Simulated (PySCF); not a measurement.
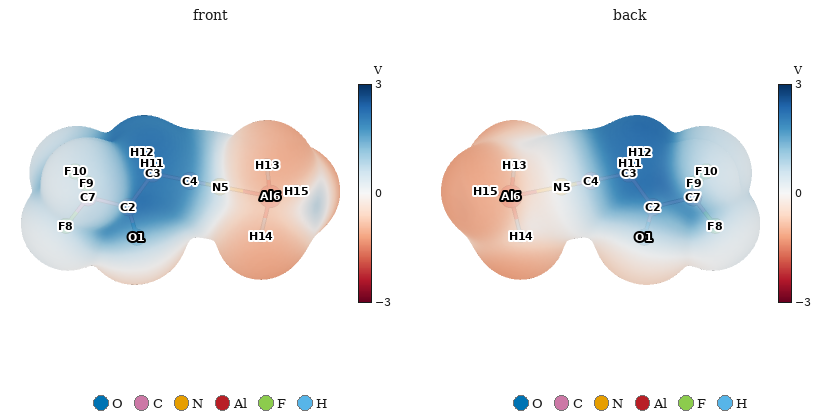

The picture shows: C4H5AlF3NO (SMILES O=C(CC#[N+][AlH3-])C(F)(F)F). The molecular electrostatic potential painted on the density surface at 0.001 e/bohr³, seen from the front and from behind; the colour scale runs from red (negative) to blue (positive).

Geometry: GFN2-xTB.

Theory: PBE0/pcSseg-1, SCF density, gas phase, non-relativistic in PySCF 2.14.0.

```tsv
atom	x (Å)	y (Å)	z (Å)
O	-1.2601	-0.8204	-1.6076
C	-1.5076	-0.2423	-0.6017
C	-0.5492	0.5381	0.2834
C	0.7976	0.5256	-0.2064
N	1.8729	0.5271	-0.6002
Al	3.6927	-0.3026	-0.4161
C	-2.9560	-0.1936	-0.0116
F	-3.8241	-0.8666	-0.7462
F	-2.9739	-0.6955	1.2317
F	-3.3764	1.0783	0.0790
H	-0.5643	0.1025	1.2913
H	-0.9050	1.5733	0.3634
H	3.6392	-0.2054	1.1583
H	3.2575	-1.6613	-1.0663
H	4.6524	0.6509	-1.1841
```

> Describe the electrostatic potential map.

The most negative region (about −1.2 V, or −28 kcal/mol for a unit charge) lies over H14 and H15, the most positive (about +2.3 V, or +53 kcal/mol for a unit charge) over C2, C3 and H12.

> How polar is the molecule by this calculation?

Its dipole moment is 6.69 D.
